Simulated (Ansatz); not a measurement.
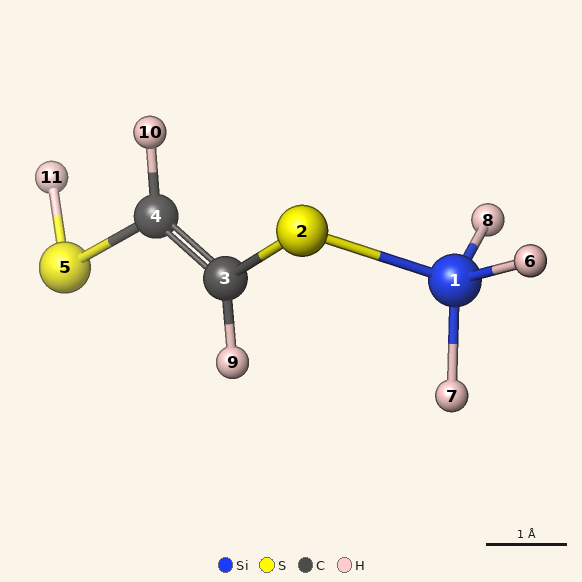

Orthographic view. Depth is shown by fading: the farther an atom, the more it takes the colour of the background. The geometry was computed by an optimisation with PBE0-D4/def2-TZVP. No frequency run is at hand to confirm it as a minimum.

Write a MOL file (V2000) with the atoms in numerical order, bonds sorted by atom number with the orders drawn, and coordinates in the frame of the picture: x right, y up, z towards the viewer, origin at the mean position.

```
C2H6S2Si
                    3D

 11 10  0  0  0  0  0  0  0  0999 V2000
    2.1700   -0.3000    0.8300 Si  0  0  0  0  0  4  0  0  0  0  0  0
    0.2500    0.3200    1.5300 S   0  0  0  0  0  0  0  0  0  0  0  0
   -0.7200   -0.2700    0.1900 C   0  0  0  0  0  0  0  0  0  0  0  0
   -1.5900    0.5100   -0.4500 C   0  0  0  0  0  0  0  0  0  0  0  0
   -2.7300   -0.1400   -1.6000 S   0  0  0  0  0  0  0  0  0  0  0  0
    3.1100   -0.0500    1.9400 H   0  0  0  0  0  0  0  0  0  0  0  0
    2.1300   -1.7500    0.4900 H   0  0  0  0  0  0  0  0  0  0  0  0
    2.5800    0.4600   -0.3800 H   0  0  0  0  0  0  0  0  0  0  0  0
   -0.6300   -1.3300   -0.0500 H   0  0  0  0  0  0  0  0  0  0  0  0
   -1.6700    1.5600   -0.2100 H   0  0  0  0  0  0  0  0  0  0  0  0
   -2.9000    1.0000   -2.3000 H   0  0  0  0  0  0  0  0  0  0  0  0
  1  2  1  0
  1  6  1  0
  1  7  1  0
  1  8  1  0
  2  3  1  0
  3  4  2  0
  3  9  1  0
  4  5  1  0
  4 10  1  0
  5 11  1  0
M  END
```
